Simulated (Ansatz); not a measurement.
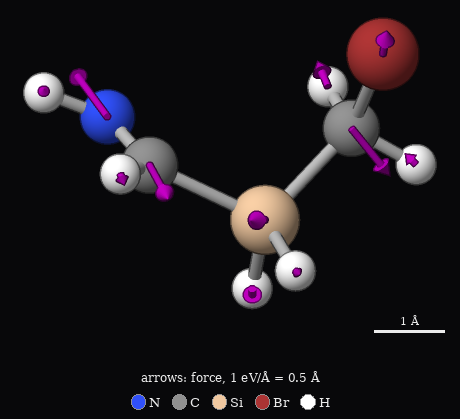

Starting geometry of C2H6BrNSi (coarse preliminary run) with the computed forces as purple arrows. A ball-and-stick model, seen face on.

The start comes from a force field.

Method: Ansatz 0.2.0, RKS PBE-D4/def2-SVP.

Input
```yaml
crystal:
  periodic: [false, false, false]
  atoms:
    - {symbol: N, position_ang: [0.250300, 1.956200, 0.851200]}
    - {symbol: C, position_ang: [0.290000, 0.764000, 1.204900]}
    - {symbol: Si, position_ang: [-0.646900, -0.576100, 0.254000]}
    - {symbol: C, position_ang: [-0.018600, -0.666400, -1.493600]}
    - {symbol: Br, position_ang: [1.759900, -1.294400, -1.629300]}
    - {symbol: H, position_ang: [0.761000, 2.613500, 1.461900]}
    - {symbol: H, position_ang: [0.929600, 0.465000, 2.076100]}
    - {symbol: H, position_ang: [-0.361000, -1.870800, 0.938900]}
    - {symbol: H, position_ang: [-2.081700, -0.336200, 0.377000]}
    - {symbol: H, position_ang: [-0.677500, -1.399500, -2.038000]}
    - {symbol: H, position_ang: [-0.139800, 0.287500, -1.982500]}
basis:
  gaussian: {orbitals: def2-SVP}
hamiltonian: {xc: pbe, dispersion: d4}
relax: {f_tol: 0.03, max_steps: 200}
```

Run as
```bash
ansatz run in.yaml --threads 4 --pin off --events-out ev --progress --plain --max-ram 10444MiB
```

Is this structure relaxed? If not, where do the atoms go?

Answer. It isn't relaxed: the largest force vector, on N1, is 3.23 eV/Å. The final displacements have little in common with the starting forces (cosine between the two patterns 0.02). H7 moves most after the best rigid fit: 0.59 Å. By element the largest moves are H 0.59 Å, N 0.45 Å, Si 0.16 Å, Br 0.16 Å, C 0.11 Å. Among the contacts that change: C4–Br5 1.891 → 1.966 Å, Si3–H9 1.460 → 1.510 Å, N1–C2 1.244 → 1.285 Å, Si3–C4 1.859 → 1.894 Å. Among the angles between lasting bonds that change: Si3–C4–H10 106.8° → 114.2°, C4–Si3–H9 114.8° → 109.7°, Br5–C4–H11 111.5° → 106.4°. Groups turn about C2–Si3 by about 30°. The energy falls by 26.2 kJ/mol in 15 accepted moves (16 points after the start). Largest force component: 2.8 eV/Å at the start, 0.018 eV/Å at the end. The line search rejected the trial step at point 11 of the run.
